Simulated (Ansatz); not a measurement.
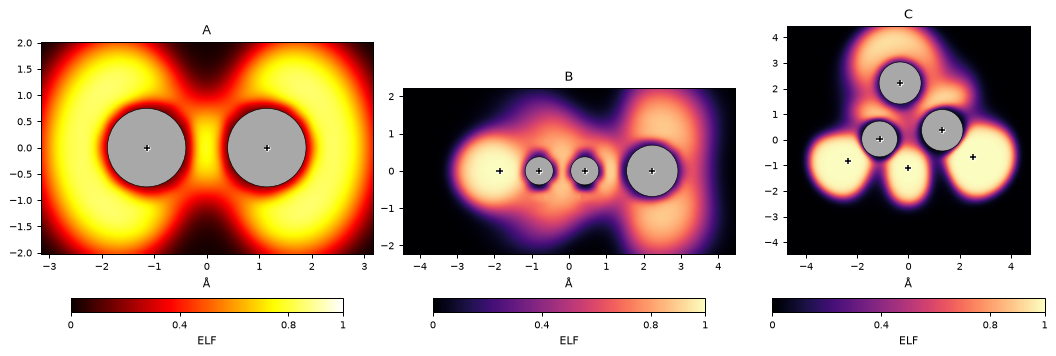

The electron localisation function of 3 systems, each on a plane through atoms (crosses mark nuclei in the plane; grey discs cover the cores).

These are results of isolated molecule in a Gaussian basis; Kohn-Sham density functional theory, functional PBE0 (Ansatz), not measurements.

System 1: AlGeH3Si (SMILES [AlH]1[SiH2][Ge]1), the molecular plane. Geometry: BLYP-D3(BJ)/def2-SVP.

```xyz
6

Al   -1.1725    2.7908    3.4546
Ge   -0.8492    4.8500    2.1256
Si    0.0479    2.8630    1.3069
H    -1.4796    1.5724    4.4413
H    -0.1926    1.5811    2.2031
H     0.8297    2.2376    0.1805
```

System 2: As2 (triplet), a plane that holds the molecular axis. Geometry: PBE0-D3(BJ)/pcseg-1.

```xyz
2

As    0.0000    0.0000   -1.1446
As    0.0000    0.0000    1.1446
```

System 3: C2HSe (SMILES C#C[Se-]) (charge −1), a plane that holds the molecular axis. Geometry: PBE0-D4/def2-TZVPD.

```xyz
4

C     0.0000    0.0000   -0.7973
C     0.0000    0.0000    0.4236
Se    0.0000    0.0000    2.2336
H     0.0000    0.0000   -1.8599
```

### Which map belongs to which system?

Panel A is system 2, As2: the plane holds As. As–As (2.29 Å): the ELF peaks at about 0.75 between the atoms, as expected for a shared electron pair. Panel B is system 3, C2HSe: the plane holds C, Se and H. C–C (1.22 Å): the ELF peaks at about 0.85 between the atoms; a multiple bond. Panel C is system 1, AlGeH3Si: the plane holds Al, Ge, Si and H. Si–Ge (2.33 Å): the ELF peaks at about 0.80 between the atoms: a shared electron pair.
